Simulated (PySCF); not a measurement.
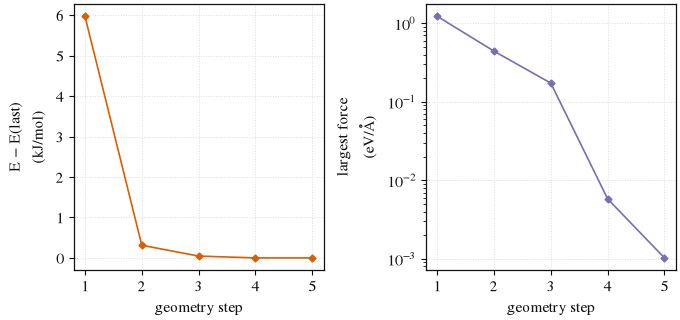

History of a geometry optimisation.

System: [BFH3]- (SMILES [H][B-]([H])([H])F) (charge −1).
Method: PBE0-D3(BJ)/def2-SVP, geometry optimisation in PySCF.

> How did it end, and what did it gain?

The optimisation met its thresholds at geometry 5, counting the start as the first. The energy fell by about 6 kJ/mol from the first step to the last. The largest force goes from about 1.2 eV/Å at the start to 10⁻³ eV/Å at the end.
